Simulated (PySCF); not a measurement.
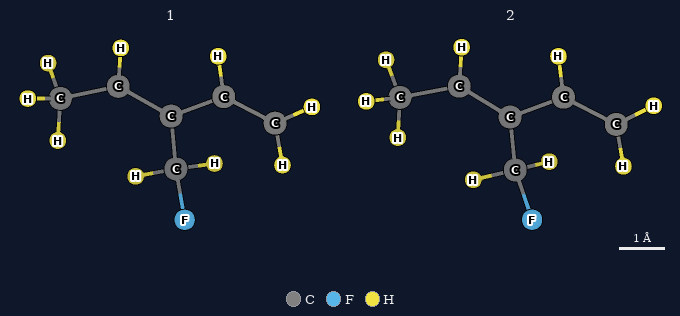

Two geometries of C6H9F, drawn at one scale. One is the start of a relaxation, the other its converged end. Style: ball-and-stick. Shown from a free direction.

Theory: PBE0-D3(BJ)/def2-SVP geometry optimisation, gas phase (PySCF 2.14.0, density-fitted response routines). 

Which of the two is the end point?

Answer. Structure 2 is the relaxed one. The start comes from GFN2-xTB. Its atoms were then displaced at random by about 0.01 Å. The atom that moves furthest after the best rigid fit is the F atom (0.17 Å). Largest moves by element: F 0.17 Å, H 0.16 Å, C 0.05 Å. Near-neighbour distances that change, for instance: C–C 1.453 → 1.489 Å, C–C 1.306 → 1.340 Å, C–C 1.380 → 1.350 Å, C–H 1.072 → 1.098 Å. Among the angles between lasting bonds that change: H–C–H 110.2° → 107.8°, F–C–H 105.8° → 108.1°, C–C–H 108.1° → 110.3°. The energy falls by 3.36 kcal/mol in 9 geometry steps.
